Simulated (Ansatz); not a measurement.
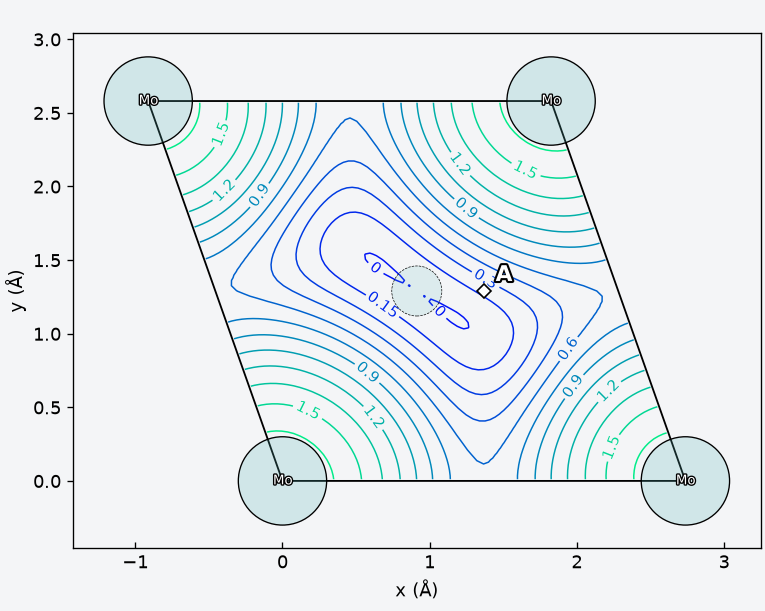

S on a Mo(110) slab cut from the Im-3m phase, its upper half relaxed before the scan (12 atoms of substrate and one adsorbate in a 2 × 2 cell). S is moved over the surface cell; relaxed at each place: the height of the adsorbate's atoms; substrate rigid; the origin of the map has the adsorbate above Mo9. Places are given modulo a cell vector. The map is drawn in real space over the plane of the surface. Grid: 6 × 6 points; 13 points were computed and 23 follow by symmetry. Places are given in fractions of the 1 × 1 surface cell. Energies are in eV, from the lowest grid point. Theory: DFT PBE, scalar-relativistic, plane waves, PAW (Ansatz). Settings: cutoff 420 eV, k-mesh 5×5×1, gaussian smearing 0.1 eV, no spin polarisation.

Drawn: contour lines labelled in eV, labelled circles for the atoms of the top layer and small ones for the second layer, the outline of one cell of the plane, the point A. Between grid points the surface is interpolated.

Q: Which way does the force act at A, and how strong is it?

A: A, at (4/6, 3/6) of the cell vectors, is not a stationary point. The computed force is 1.4 eV/Å in the plane, pointing down and left in the picture (components −0.7 and −1.2 eV/Å).

PAW datasets: the set soft_1.
